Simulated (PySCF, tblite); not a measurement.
# bis(dimethylamino)methane (C5H14N2): dynamics, then NMR shifts on frames, part 2 of 2

tblite 0.8.0 and PySCF 2.14.0. Atoms count from 0. Earlier steps stand in the parts before.

**6. Nuclear shieldings: 800 fs, PBE0/pcSseg-1**

What the job is given:

```
{"job": {"kind": "nmr", "xc": "PBE0", "basis": "pcSseg-1", "pop": false}, "charge": 0, "multiplicity": 1}
C      1.238600     0.313700     0.798700
N      0.431100     1.051800    -0.187000
C      1.160000     1.203300    -1.409800
C     -0.861900     0.449600    -0.370100
N     -1.616200     0.412700     0.840300
C     -2.846500    -0.290900     0.656500
C     -1.863700     1.756400     1.271900
H      0.598100     0.217100     1.698700
H      1.519400    -0.661400     0.394400
H      2.139100     0.886200     0.952900
H      1.560000     0.220800    -1.833200
H      0.580200     1.650500    -2.233700
H      2.036300     1.841500    -1.233900
H     -0.773700    -0.669900    -0.747800
H     -1.420900     1.041700    -1.174700
H     -3.528100     0.078900    -0.102600
H     -3.352200    -0.214500     1.610900
H     -2.664900    -1.362200     0.383300
H     -0.918900     2.066200     1.786900
H     -2.688100     1.804400     2.000700
H     -2.110000     2.399400     0.412100
```

Level: GIAO PBE0/pcSseg-1 NMR shielding, non-relativistic, gas phase.

Log:

```text
coarse grid: 16240 points
cycle   1  E = -307.9318599727  dE =  6.256e-01  |g| = 3.655e-01  |ddm| = 3.753e+00
cycle   2  E = -307.9269030815  dE =  4.957e-03  |g| = 4.069e-01  |ddm| = 8.591e-01
cycle   3  E = -307.9681502965  dE = -4.125e-02  |g| = 6.491e-02  |ddm| = 4.818e-01
cycle   4  E = -307.9688300126  dE = -6.797e-04  |g| = 2.690e-02  |ddm| = 6.204e-02
cycle   5  E = -307.9689739579  dE = -1.439e-04  |g| = 4.927e-03  |ddm| = 2.144e-02
cycle   6  E = -307.9689789024  dE = -4.945e-06  |g| = 1.034e-03  |ddm| = 4.901e-03
final grid: 153232 points
cycle   7  E = -308.0079234684  dE = -4.219e-05  |g| = 8.521e-03  |ddm| = 2.993e-02
cycle   8  E = -308.0079170390  dE =  6.429e-06  |g| = 9.940e-03  |ddm| = 1.741e-02
cycle   9  E = -308.0079423291  dE = -2.529e-05  |g| = 9.703e-04  |ddm| = 9.864e-03
cycle  10  E = -308.0079425174  dE = -1.882e-07  |g| = 1.869e-04  |ddm| = 9.232e-04
cycle  11  E = -308.0079425242  dE = -6.802e-09  |g| = 2.579e-05  |ddm| = 1.451e-04
cycle  12  E = -308.0079425243  dE = -1.407e-10  |g| = 8.630e-06  |ddm| = 3.454e-05
converged SCF energy = -308.0079425243

GIAO shielding tensors (ppm)
atom      isotropic    diamagn.    paramagn.     s11        s22        s33       span
  0 C      141.431     250.366    -108.935    107.583    133.598    183.112     75.529
  1 N      215.087     324.861    -109.774    182.959    222.395    239.907     56.948
  2 C      139.900     246.033    -106.133    109.006    124.079    186.614     77.609
  3 C       91.828     249.200    -157.373     67.642     79.590    128.251     60.609
  4 N      224.189     322.602     -98.414    191.760    225.158    255.648     63.888
  5 C      140.005     244.211    -104.206    110.372    122.343    187.301     76.929
  6 C      137.178     248.278    -111.100    107.099    126.427    178.009     70.909
  7 H       27.748      31.836      -4.088     21.602     28.792     32.851     11.249
  8 H       30.771      32.796      -2.026     27.666     28.277     36.369      8.702
  9 H       29.690      31.835      -2.146     25.648     27.060     36.361     10.713
 10 H       29.287      29.972      -0.685     25.910     26.286     35.664      9.755
 11 H       29.013      30.013      -1.000     24.566     26.608     35.865     11.299
 12 H       28.865      29.555      -0.690     24.409     25.944     36.243     11.835
 13 H       27.540      32.721      -5.182     23.710     28.136     30.773      7.063
 14 H       28.438      33.178      -4.741     24.580     29.110     31.622      7.042
 15 H       30.193      29.495       0.697     26.869     27.270     36.439      9.571
 16 H       29.456      29.702      -0.246     24.676     27.016     36.675     11.999
 17 H       28.735      29.468      -0.733     24.131     26.351     35.723     11.592
 18 H       27.719      30.287      -2.567     22.167     27.345     33.646     11.479
 19 H       29.263      29.733      -0.470     25.325     27.014     35.449     10.124
 20 H       30.114      30.107       0.007     26.394     28.580     35.368      8.974
```

Run time: 77 s. Hardware: 1 thread of AMD EPYC, shared host; peak memory 0.85 GiB.

This run: δ C3 95.1, C6 49.7, C2 47.0, C5 46.9, H13 4.18, H18 4.00 ppm.

**7. NMR shieldings: 1000 fs, PBE0/pcSseg-1**

What the job is given:

```
{"job": {"kind": "nmr", "xc": "PBE0", "basis": "pcSseg-1", "pop": false}, "charge": 0, "multiplicity": 1}
C      1.076200     0.588400     0.284400
N      0.337700     1.504800    -0.512500
C      1.097600     1.811200    -1.664900
C     -0.888500     0.830800    -0.836800
N     -1.563800     0.740500     0.500400
C     -2.790500    -0.037300     0.459900
C     -1.713200     2.066200     1.048600
H      0.444700     0.310600     1.115700
H      1.538500    -0.316400    -0.167000
H      1.945000     1.167500     0.702900
H      1.342300     0.888700    -2.203800
H      0.453500     2.462600    -2.263500
H      1.942800     2.404800    -1.296500
H     -0.726500    -0.196500    -1.253300
H     -1.572900     1.380800    -1.521500
H     -3.465500     0.225400    -0.382500
H     -3.466300     0.083900     1.309500
H     -2.662300    -1.105300     0.296800
H     -0.773900     2.586400     1.166800
H     -2.145800     1.950600     2.082600
H     -2.350700     2.661700     0.453900
```

Level: GIAO PBE0/pcSseg-1 NMR shielding, non-relativistic, gas phase.

Log:

```text
coarse grid: 16240 points
cycle   1  E = -307.9119540414  dE =  7.041e-01  |g| = 3.867e-01  |ddm| = 3.775e+00
cycle   2  E = -307.9060006710  dE =  5.953e-03  |g| = 4.311e-01  |ddm| = 9.172e-01
cycle   3  E = -307.9523617887  dE = -4.636e-02  |g| = 7.136e-02  |ddm| = 5.187e-01
cycle   4  E = -307.9532007972  dE = -8.390e-04  |g| = 2.783e-02  |ddm| = 6.617e-02
cycle   5  E = -307.9533519258  dE = -1.511e-04  |g| = 5.032e-03  |ddm| = 2.195e-02
cycle   6  E = -307.9533569938  dE = -5.068e-06  |g| = 1.143e-03  |ddm| = 5.122e-03
final grid: 153232 points
cycle   7  E = -307.9927858552  dE = -4.928e-05  |g| = 9.422e-03  |ddm| = 3.128e-02
cycle   8  E = -307.9927775653  dE =  8.290e-06  |g| = 1.110e-02  |ddm| = 1.955e-02
cycle   9  E = -307.9928087771  dE = -3.121e-05  |g| = 1.117e-03  |ddm| = 1.105e-02
cycle  10  E = -307.9928090243  dE = -2.472e-07  |g| = 2.343e-04  |ddm| = 1.040e-03
cycle  11  E = -307.9928090347  dE = -1.043e-08  |g| = 3.593e-05  |ddm| = 1.687e-04
cycle  12  E = -307.9928090349  dE = -2.156e-10  |g| = 1.831e-05  |ddm| = 4.569e-05
converged SCF energy = -307.9928090349

GIAO shielding tensors (ppm)
atom      isotropic    diamagn.    paramagn.     s11        s22        s33       span
  0 C      140.247     250.486    -110.239    105.916    127.425    187.398     81.482
  1 N      217.770     325.984    -108.214    189.919    216.872    246.517     56.598
  2 C      140.228     248.078    -107.850    113.152    125.750    181.781     68.629
  3 C       97.558     250.905    -153.347     74.732     84.749    133.193     58.461
  4 N      214.910     323.230    -108.320    167.156    204.786    272.788    105.632
  5 C      147.873     240.222     -92.349    122.979    125.304    195.336     72.357
  6 C      144.990     244.324     -99.334    122.293    126.736    185.940     63.648
  7 H       27.380      32.547      -5.167     20.563     30.259     31.318     10.755
  8 H       30.143      32.507      -2.364     26.377     27.746     36.306      9.929
  9 H       29.028      31.609      -2.580     24.484     26.613     35.987     11.502
 10 H       29.906      29.931      -0.025     26.353     27.096     36.270      9.917
 11 H       29.058      29.690      -0.631     24.207     27.146     35.823     11.616
 12 H       28.599      29.295      -0.696     24.173     26.011     35.615     11.442
 13 H       29.040      33.576      -4.536     26.046     28.911     32.164      6.118
 14 H       29.072      33.103      -4.030     25.866     29.054     32.296      6.430
 15 H       29.851      28.297       1.555     25.692     27.023     36.839     11.147
 16 H       29.449      28.395       1.054     25.188     26.340     36.819     11.631
 17 H       29.345      30.198      -0.854     24.550     26.545     36.939     12.389
 18 H       28.169      31.315      -3.147     22.145     29.693     32.668     10.523
 19 H       29.039      28.601       0.438     24.739     26.382     35.995     11.257
 20 H       31.174      30.003       1.171     27.510     28.120     37.894     10.384
```

Wall time 79 s (1 thread of AMD EPYC, shared host); peak memory 0.85 GiB.

In short: δ C3 89.4, C2 46.7, C0 46.7, C6 41.9, H7 4.34, H18 3.55 ppm.

**8. Comparing the runs: NMR shifts**

Shifts (ppm) of some atoms, chosen among heavy atoms and hydrogens apart, with basis size and wall time:

```
  frame    C3    C0    C5    C2   H10    H8    N4  functions     time
 250 fs  98.4  51.8  47.7  42.1  1.02  0.39  50.0        189  1.7 min
 425 fs  86.6  40.7  49.2  47.3  2.16  1.12  32.8        189     81 s
 625 fs  86.5  49.7  43.1  55.2  3.22  2.87  35.2        189     79 s
 800 fs  95.1  45.5  46.9  47.0  2.43  0.95  43.5        189     77 s
1000 fs  89.4  46.7  39.1  46.7  1.81  1.57  52.8        189     79 s
```

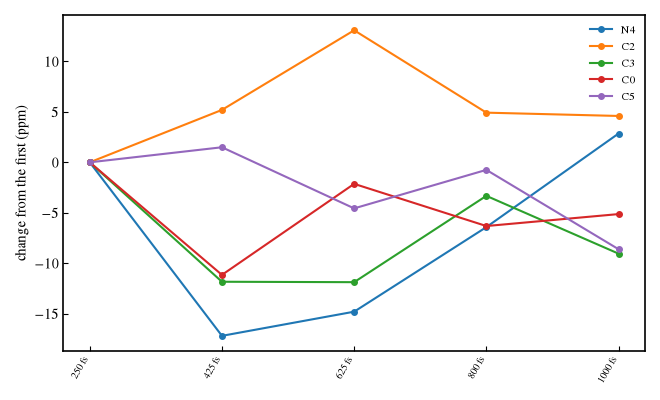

How five of the tabulated atoms move from run to run.

**9. Results**

The summary covers parts 1 to 2.

| quantity | value |
| --- | --- |
| thermostat | 200 K |
| mean temperature, second half | 180 K |
| mean potential energy above the minimum | 0.45 eV |
| 13C shifts against TMS (PBE0/pcSseg-1, 250 fs) | 98.4, 51.8, 47.7, 42.1, 42.1 ppm |
| 1H shifts against TMS (PBE0/pcSseg-1, 250 fs) | 3.57, 3.32, 2.71, 2.61, 2.54, 2.51, 2.42, 2.26, 2.25, 2.13, 1.74, 1.67, 1.02, 0.39 ppm |
| 15N shifts against NH3 (PBE0/pcSseg-1, 250 fs) | 57.2, 50.0 ppm |
| surface potential, 1st and 99th percentile | -1.62 V and 0.61 V |
| range of the shift of N4 | 32.8 to 52.8 ppm |

In the second half the potential energy averages 0.45 eV above the minimum; equipartition over 57 harmonic modes at 200 K would give 0.49 eV. With 21 atoms the temperature swings widely (97 to 272 K). Shifts at one fixed geometry are not the observed spectrum, which averages over the motion. In the first frame run (250 fs): Shielding is most anisotropic at N4 (span 94 ppm, paramagnetic term -106 ppm). In ppm, N4 moves most: its shift spreads over 20.1 ppm, from 32.8 (425 fs) to 52.8 (1000 fs).
